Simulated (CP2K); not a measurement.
# C2H3Al (ethynylalumane): MP2/Ahlrichs-pTZV (lebedev grid 194, ngrids 5, radial grid 150)

Aim: the energy change on altering one bond length of C2H3Al (ethynylalumane) at MP2/Ahlrichs-pTZV (lebedev grid 194, ngrids 5, radial grid 150), from 2 runs. 

The results are computed with CP2K 2026.2.

1 further run of the same task is left out (set aside as unsound or not needed). Runs told in other sessions of the task aren't counted.

**1. The molecule**

The species is C2H3Al (6 atoms), meant as a singlet with charge 0. SMILES: `C#[C][AlH2]`. The coordinates come from a PBE0-D4/def2-TZVP relaxation.

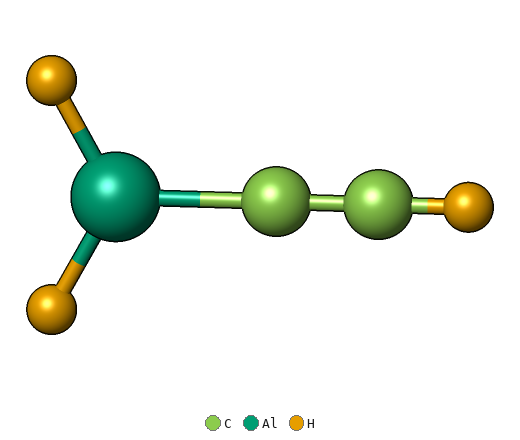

Viewed from a chosen angle; carbon green, aluminium teal, hydrogen amber.

**2. A single-point energy at MP2/Ahlrichs-pTZV (lebedev grid 194, ngrids 5, radial grid 150)**

Input file qs.inp:

```
&GLOBAL
 PROJECT qs
 RUN_TYPE ENERGY
 PRINT_LEVEL MEDIUM
&END

&FORCE_EVAL
 METHOD QUICKSTEP
 &DFT
  BASIS_SET_FILE_NAME EMSL_BASIS_SETS
  POTENTIAL_FILE_NAME POTENTIAL
  ! Quickstep
  &QS
   METHOD GAPW
   EPS_DEFAULT 1.0E-10
  &END
  ! real-space grids
  &MGRID
   CUTOFF 220
   REL_CUTOFF 50
   NGRIDS 5
  &END
  &POISSON
   PERIODIC NONE
   POISSON_SOLVER MULTIPOLE
  &END
  ! self-consistent field
  &SCF
   SCF_GUESS ATOMIC
   EPS_SCF 1.0E-06
   MAX_SCF 80
   ADDED_MOS 10
   &DIAGONALIZATION
    ALGORITHM STANDARD
   &END
   &MIXING
    METHOD DIRECT_P_MIXING
    ALPHA 0.4
   &END
  &END
  &XC
   &XC_FUNCTIONAL NONE
   &END
   &HF
    FRACTION 1
    &SCREENING
     EPS_SCHWARZ 1.0E-09
    &END
    &MEMORY
     MAX_MEMORY 1050
    &END
   &END
   &WF_CORRELATION
    &MP2
     METHOD DIRECT_CANONICAL
    &END
    MEMORY 900
   &END
  &END
  &PRINT
   &MOMENTS
    PERIODIC F
    REFERENCE COM
    MAX_MOMENT 1
   &END
   &MO ON
    ENERGIES T
    OCCUPATION_NUMBERS T
    NDIGITS 6
    &EACH
     QS_SCF 0
    &END
    ADD_LAST NUMERIC
   &END
   &HIRSHFELD OFF
   &END
  &END
 &END
 &SUBSYS
  ! box in angstrom
  &CELL
   ABC 9.6 11.4 9.6
   PERIODIC NONE
  &END
  &COORD
   C     -0.792800    -1.637600    -0.298100
   C     -0.266100    -0.564200    -0.106200
   Al     0.564800     1.124200     0.195000
   H     -1.257000    -2.583100    -0.467400
   H      1.356700     1.804700    -0.990500
   H      0.436600     1.792000     1.621000
  &END
  &TOPOLOGY
   &CENTER_COORDINATES
   &END
  &END
  &KIND C
   BASIS_SET Ahlrichs-pTZV
   POTENTIAL ALL
   LEBEDEV_GRID 194
   RADIAL_GRID 150
  &END
  &KIND Al
   BASIS_SET Ahlrichs-pTZV
   POTENTIAL ALL
   LEBEDEV_GRID 194
   RADIAL_GRID 150
  &END
  &KIND H
   BASIS_SET Ahlrichs-pTZV
   POTENTIAL ALL
   LEBEDEV_GRID 194
   RADIAL_GRID 150
  &END
 &END
&END
```

Run with:

```
OMP_NUM_THREADS=1 cp2k.psmp -i qs.inp > qs.out 2>&1
```

Output:

```text
CP2K| version string:                                       CP2K version 2026.2
[...]
 GLOBAL| Method name                                                        CP2K
[...]
 GLOBAL| Run type                                                         ENERGY
[...]
 DFT| Spin restricted Kohn-Sham (RKS) calculation                            RKS
 DFT| Multiplicity                                                             1
[...]
 DFT| Charge                                                                   0
[...]
 QS| Method:                                                                GAPW
[...]
 QS| Density cutoff [a.u.]:                                                110.0
[...]
 QS| Relative density cutoff [a.u.]:                                        25.0
[...]
                             - Atoms:                                          6
[...]
                             - Spherical basis functions:                     78
[...]
 Number of electrons:                                                         28
[...]
     1 P_Mix/Diag. 0.40E+00    3.6     0.49536779      -319.7397713424 -3.20E+02
[...]
    19 DIIS/Diag.  0.54E-06    0.4     0.00000048      -319.3645700301 -6.82E-13
  *** SCF run converged in    19 steps ***
[...]
  Overlap energy of the core charge distribution:               0.00005675298583
  Self energy of the core charge distribution:               -168.39918135867816
  Core Hamiltonian energy:                                   -146.54064798745478
  Hartree energy:                                              50.51716460743582
  Exchange-correlation energy:                                  0.00000000000000
  Hartree-Fock Exchange energy:                               -29.54054197597768
[...]
                     Mulliken Population Analysis
 #  Atom  Element  Kind  Atomic population                           Net charge
       1     C        1          5.640578                              0.359422
       2     C        1          6.763896                             -0.763896
       3     Al       2         12.311997                              0.688003
       4     H        3          0.800095                              0.199905
       5     H        3          1.242119                             -0.242119
       6     H        3          1.241315                             -0.241315
 # Total charge                             28.000000                 -0.000000
[...]
  Dipole moment [Debye]
    X= -0.2257117E+00 Y= -0.4795687E+00 Z= -0.8494449E-01  Total=      0.5367937
[...]
 ENERGY| Total FORCE_EVAL ( QS ) energy [hartree]           -319.794573486920399
[...]
```

Wall time 14 s (1 thread of Arm Neoverse V1, shared host); peak memory 0.45 GiB.

**3. The distorted shape at the same level**

Input file qs.inp:

```
&GLOBAL
 PROJECT_NAME qs
 RUN_TYPE ENERGY
 PRINT_LEVEL MEDIUM
&END GLOBAL

&FORCE_EVAL
 METHOD QS
 &DFT
  BASIS_SET_FILE_NAME EMSL_BASIS_SETS
  POTENTIAL_FILE_NAME POTENTIAL
  &QS
   METHOD GAPW
   EPS_DEFAULT 1.0E-10
  &END QS
  &MGRID
   CUTOFF 220
   REL_CUTOFF 50
   NGRIDS 5
  &END MGRID
  &POISSON
   PERIODIC NONE
   POISSON_SOLVER MULTIPOLE
  &END POISSON
  &SCF
   SCF_GUESS ATOMIC
   EPS_SCF 1.0E-06
   MAX_SCF 80
   ADDED_MOS 10
   &DIAGONALIZATION
    ALGORITHM STANDARD
   &END DIAGONALIZATION
   &MIXING
    METHOD DIRECT_P_MIXING
    ALPHA 0.4
   &END MIXING
  &END SCF
  &XC
   &XC_FUNCTIONAL NONE
   &END XC_FUNCTIONAL
   &HF
    FRACTION 1
    &SCREENING
     EPS_SCHWARZ 1.0E-09
    &END SCREENING
    &MEMORY
     MAX_MEMORY 1050
    &END MEMORY
   &END HF
   &WF_CORRELATION
    &MP2
     METHOD DIRECT_CANONICAL
    &END MP2
    MEMORY 900
   &END WF_CORRELATION
  &END XC
  &PRINT
   &MOMENTS
    PERIODIC F
    REFERENCE COM
    MAX_MOMENT 1
   &END MOMENTS
   &MO ON
    ENERGIES T
    OCCUPATION_NUMBERS T
    NDIGITS 6
    &EACH
     QS_SCF 0
    &END EACH
    ADD_LAST NUMERIC
   &END MO
   &HIRSHFELD OFF
   &END HIRSHFELD
  &END PRINT
 &END DFT
 &SUBSYS
  &CELL
   ABC 9.9 12 9.6
   PERIODIC NONE
  &END CELL
  &COORD
   C     -1.108804    -2.281607    -0.413234
   C     -0.266100    -0.564200    -0.106200
   Al     0.564800     1.124200     0.195000
   H     -1.573004    -3.227107    -0.582534
   H      1.356700     1.804700    -0.990500
   H      0.436600     1.792000     1.621000
  &END COORD
  &TOPOLOGY
   &CENTER_COORDINATES
   &END CENTER_COORDINATES
  &END TOPOLOGY
  &KIND C
   BASIS_SET Ahlrichs-pTZV
   POTENTIAL ALL
   LEBEDEV_GRID 194
   RADIAL_GRID 150
  &END KIND
  &KIND Al
   BASIS_SET Ahlrichs-pTZV
   POTENTIAL ALL
   LEBEDEV_GRID 194
   RADIAL_GRID 150
  &END KIND
  &KIND H
   BASIS_SET Ahlrichs-pTZV
   POTENTIAL ALL
   LEBEDEV_GRID 194
   RADIAL_GRID 150
  &END KIND
 &END SUBSYS
&END FORCE_EVAL
```

Run with:

```
OMP_NUM_THREADS=1 cp2k.psmp qs.inp > qs.out
```

Output:

```text
CP2K| version string:                                       CP2K version 2026.2
[...]
 GLOBAL| Method name                                                        CP2K
[...]
 GLOBAL| Run type                                                         ENERGY
[...]
 DFT| Spin restricted Kohn-Sham (RKS) calculation                            RKS
 DFT| Multiplicity                                                             1
[...]
 DFT| Charge                                                                   0
[...]
 QS| Method:                                                                GAPW
[...]
 QS| Density cutoff [a.u.]:                                                110.0
[...]
 QS| Relative density cutoff [a.u.]:                                        25.0
[...]
                             - Atoms:                                          6
[...]
                             - Spherical basis functions:                     78
[...]
 Number of electrons:                                                         28
[...]
     1 P_Mix/Diag. 0.40E+00    3.4     0.47777329      -318.8596868425 -3.19E+02
[...]
    44 DIIS/Diag.  0.12E-05    0.4     0.00000093      -318.9881634563 -1.96E-11
  *** SCF run converged in    44 steps ***
[...]
  Overlap energy of the core charge distribution:               0.00000160607957
  Self energy of the core charge distribution:               -168.39918135867816
  Core Hamiltonian energy:                                   -147.55939786131179
  Hartree energy:                                              51.71378043535763
  Exchange-correlation energy:                                  0.00000000000000
  Hartree-Fock Exchange energy:                               -29.05142089315804
[...]
                     Mulliken Population Analysis
 #  Atom  Element  Kind  Atomic population                           Net charge
       1     C        1          6.172168                             -0.172168
       2     C        1          6.335556                             -0.335556
       3     Al       2         12.252384                              0.747616
       4     H        3          0.786220                              0.213780
       5     H        3          1.227301                             -0.227301
       6     H        3          1.226370                             -0.226370
 # Total charge                             28.000000                  0.000000
[...]
  Dipole moment [Debye]
    X= -0.4156726E+00 Y= -0.8754194E+00 Z= -0.1546288E+00  Total=      0.9813526
[...]
 ENERGY| Total FORCE_EVAL ( QS ) energy [hartree]           -319.555232419897663
[...]
```

Wall time 22 s (1 thread of Arm Neoverse V1, shared host); peak memory 0.45 GiB.

**4. Summary of results**

At MP2/Ahlrichs-pTZV (lebedev grid 194, ngrids 5, radial grid 150):

| quantity | value |
| --- | --- |
| first shape: total energy | -319.79457 Eh |
| first shape: dipole moment (of the density that the program reports) | 0.54 D |
| first shape: HOMO energy (Hartree–Fock orbitals) | -10.72 eV |
| first shape: LUMO energy (Hartree–Fock orbitals) | 0.94 eV |
| first shape: HOMO–LUMO gap (Hartree–Fock orbitals) | 11.66 eV |
| first shape: correlation energy | -430.0 mEh |
| distorted shape: total energy | -319.55523 Eh |
| distorted shape: dipole moment (of the density that the program reports) | 0.98 D |
| distorted shape: HOMO energy (Hartree–Fock orbitals) | -8.35 eV |
| distorted shape: LUMO energy (Hartree–Fock orbitals) | -0.50 eV |
| distorted shape: HOMO–LUMO gap (Hartree–Fock orbitals) | 7.85 eV |
| distorted shape: correlation energy | -567.1 mEh |
| energy change with the C1–C2 bond stretched from 1.211 to 1.938 Å | 6.513 eV |

With the C1–C2 bond stretched from 1.211 to 1.938 Å the energy rises by 6.51 eV (628 kJ/mol). The first shape isn't relaxed at this level, so the change isn't measured from a minimum. A restricted reference can't describe the breaking bond well at this length.
